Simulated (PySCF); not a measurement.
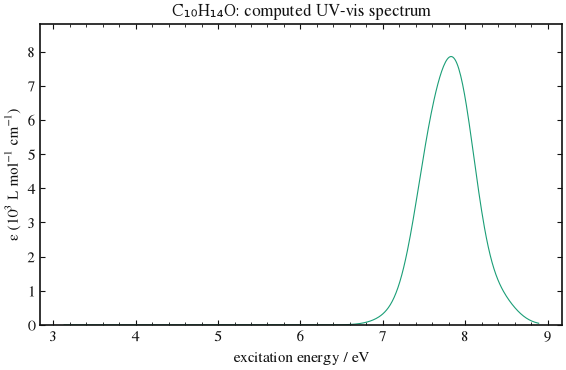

Computed absorption of C₁₀H₁₄O, SMILES O=C1[C@H]2C[C@@H]3C[C@@H](C[C@H]1C3)C2. Vertical TDDFT excitations, ωB97X-D/def2-SVPD in PySCF, at a PBE0-D3(BJ)/def2-SVP geometry (no frequency check), gas phase. Only the first 10 singlet excitations are included; each is broadened by a Gaussian of 1/e half-width 0.30 eV. States within 0.01 eV of each other are merged, with their strengths summed.

Does any vertical transition fall in the visible?

No singlet lies below 3.1 eV (beyond 400 nm), so at this level no vertical transition falls in the visible.

Which of the computed transitions is the brightest, and what character does the calculation give it?

S5 at 7.61 eV (163 nm), f = 0.072, mainly HOMO−1 → LUMO (96 %).

List the transitions behind the spectrum.

```tsv
state	E (eV)	λ (nm)	f	main character
S1	4.33	286	0.000	HOMO → LUMO (95 %)
S2	7.11	174	0.004	HOMO → LUMO+1 (67 %)
S3	7.45	166	0.015	HOMO−2 → LUMO (94 %)
S4	7.47	166	0.000	HOMO−3 → LUMO (87 %)
S5	7.61	163	0.072	HOMO−1 → LUMO (96 %)
S6	7.91	157	0.060	HOMO → LUMO+7 (37 %)
S7	7.96	156	0.054	HOMO → LUMO+2 (78 %)
S8	8.02	155	0.000	HOMO → LUMO+3 (67 %)
S9/S10	8.39	148	0.014	HOMO−1/HOMO → LUMO+1/LUMO+5
```

Known limits of this run: core orbitals are frozen in the response.
